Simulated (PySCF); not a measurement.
H2O2 (SMILES OO)

Input

```
{"job": {"kind": "sp", "xc": "wB97X", "basis": "ma-def2-TZVP", "d3": "d3bj", "grid": 2}, "charge": 0, "multiplicity": 1}
O     -0.604437     0.164891     0.356202
O      0.432770    -0.462571    -0.380895
H     -0.833266     0.896820    -0.233141
H      1.180300    -0.355225     0.223098
```

Launched as:

```sh
OMP_NUM_THREADS=1 python redox_run.py task.json out
```

Geometry: PBE0-D3(BJ)/def2-SVP.

All numbers below come from DFT single point, gas phase, functional wB97X in PySCF 2.14.0, density-fitted response routines.

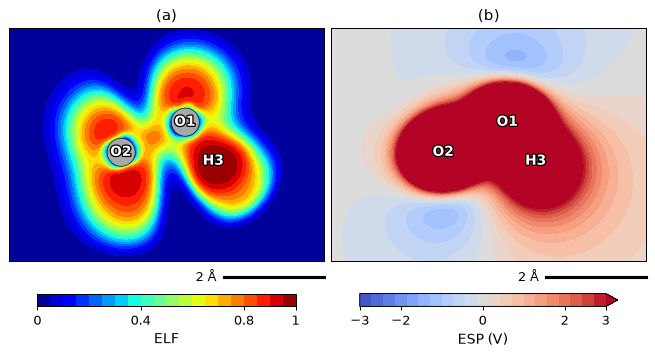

Figure 1. (a) electron localisation function; (b) molecular electrostatic potential on the plane of atoms O2, O1 and H3. Grey discs cover the atomic cores in the ELF map.

Describe what can be read from this map.

- Atoms in the plane: O and H.
- O–O (1.42 Å): the ELF peaks at about 0.75 between the atoms (localised, covalent bonding).
- O–H (0.97 Å): the ELF climbs to about 1 towards the hydrogen, as it does in any bond to H: a covalent bond by its length.
- The ELF also peaks beside O2 and O1, away from the bonds: lone-pair regions.
- Outside the dense part of the molecule the potential is most negative (−1.3 V) near O1 and O2.

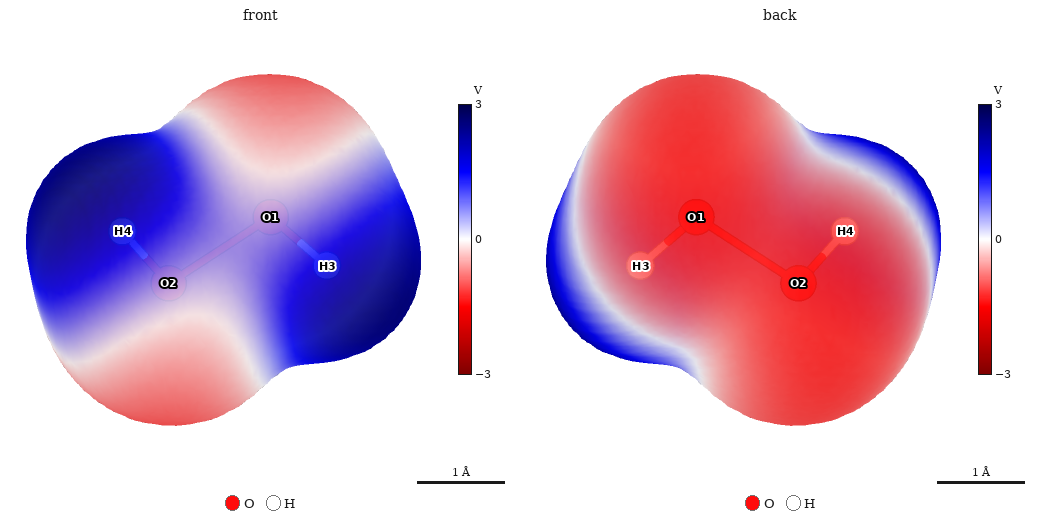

Figure 2. The molecular electrostatic potential painted on the density surface at 0.002 e/bohr³, seen from the front and from behind; red is negative and blue positive.

Describe the electrostatic potential map.

The most negative region (about −1.4 V) lies over O1 and O2, the most positive (about +2.7 V) over H3 and H4.

How polar is the molecule by this calculation?

Its dipole moment is 1.77 D.
